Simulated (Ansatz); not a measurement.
## Electronic structure of CH3FIIn in real space

The calculation's input:

```
crystal:
  periodic: [false, false, false]
  atoms:
    - {symbol: F, position_ang: [-1.255653, -2.159029, 0.134869]}
    - {symbol: In, position_ang: [-1.136635, -0.200837, 0.167482]}
    - {symbol: C, position_ang: [0.933294, 0.323163, 0.226950]}
    - {symbol: I, position_ang: [1.317457, 0.736117, -1.854538]}
    - {symbol: H, position_ang: [-2.637571, 0.581154, 0.057199]}
    - {symbol: H, position_ang: [1.579767, -0.506282, 0.499161]}
    - {symbol: H, position_ang: [1.199340, 1.225704, 0.768876]}
basis:
  gaussian: {orbitals: def2-TZVPP}
hamiltonian: {xc: pbe0, dispersion: d4}
output: {orbitals: {seedname: orbitals}}
```

Run with:

```sh
ansatz run in.yaml --threads 2 --pin off --events-out ev --progress --plain --max-ram 4352MiB
```

Geometry: PBE0-D4/def2-TZVP; core potentials replace the inner electrons of In and I.

Method: RKS PBE0-D4/def2-TZVPP in Ansatz 0.2.0.

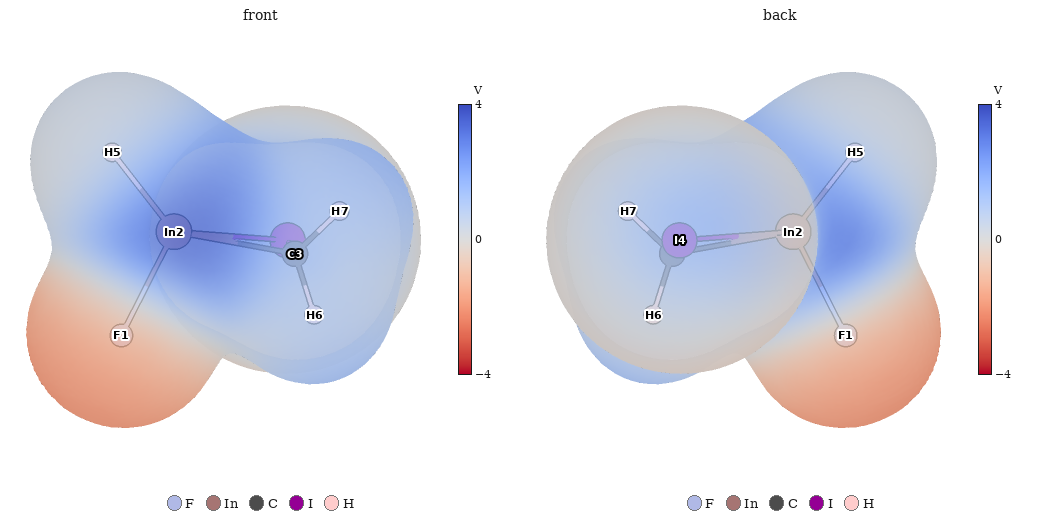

Figure 1. The molecular electrostatic potential painted on the density surface at 0.002 e/bohr³, seen from the front and from behind; the colour scale runs from red (negative) to blue (positive).

Q: Where is the surface potential most negative and most positive?

A: The most negative region (about −1.9 V) lies over F1, the most positive (about +3.1 V) over In2.

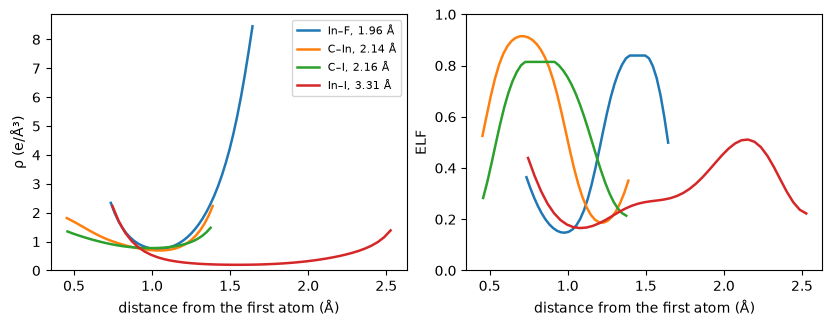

Figure 2. Electron density and ELF along straight lines between neighbouring atoms. The curves leave out the atomic cores.

Q: Compare the contacts.

A: In–F (1.96 Å): ρ at the midpoint is about 0.78 e/Å³; the ELF peaks at about 0.85 in the valence shell of F, 0.6 Å from its nucleus, and drops to about 0.15 between the two atoms.
C–In (2.14 Å): ρ is about 0.69 e/Å³ halfway; the ELF peaks at about 0.90 in the valence shell of C, 0.7 Å from its nucleus, and drops to about 0.20 between the two atoms.
C–I (2.16 Å): ρ at the midpoint is about 0.79 e/Å³; the ELF peaks at about 0.80 between the atoms: a shared electron pair.
In–I (3.31 Å): ρ is about 0.2 e/Å³ halfway; the ELF peaks at about 0.50 in the valence shell of I, 1.2 Å from its nucleus, and drops to about 0.15 between the two atoms.

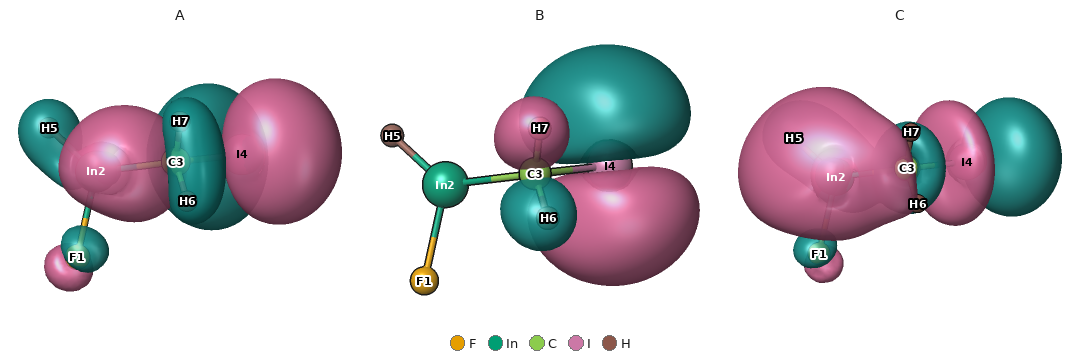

Figure 3. Three frontier orbitals at ±0.06 Å⁻³ᐟ² (teal and pink are the two phases), in no order.

Q: Order the three orbitals by energy and name them.

A: B is the HOMO−1 (−7.76 eV). By Hirshfeld shares it lies mainly on I4 (about 90 %); largely a lone pair of I4. A is the HOMO (−7.40 eV). It lies mainly on I4 (about 65 %), C3 (about 15 %) and In2 (about 10 %); largely a lone pair of I4. C is the LUMO (−1.80 eV). Its weight (Hirshfeld) is mainly on In2 (about 45 %), I4 (about 30 %) and C3 (about 15 %).

Q: What is the HOMO–LUMO gap?

A: 5.60 eV between the orbital energies.
